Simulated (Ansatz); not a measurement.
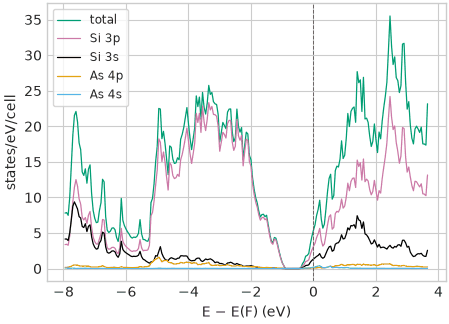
Total and projected density of states of AsSi$_{31}$ in space group I-43m (No. 217; Pearson symbol cI64), PBE in the plane-wave PAW code Ansatz

Q: Which orbitals carry the states next to the Fermi level?

A: Within 0.5 eV of the Fermi level: Si 3p 57 %, Si 3s 24 %, outside the projected shells 14 %. Projections are on Löwdin-orthogonalised atomic valence shells; empty p or d shells of many metals are not among them.

Q: Where is the tallest occupied peak in this window, and what makes it?

A: Near -3.3 eV, about 26 states/eV per cell; the largest projected share is Si 3p.

The start of the workflow was typed in or built on a structure type; neither database checked (COD, Materials Project) lists it. Its standing as an ambient phase is unchecked. Symmetry was held in the PBE relaxation; its stability against distortions is not shown here. Scalar-relativistic: spin–orbit coupling is off unless named, which matters more the heavier the elements.

Potentials: the later of the program's two PAW sets.
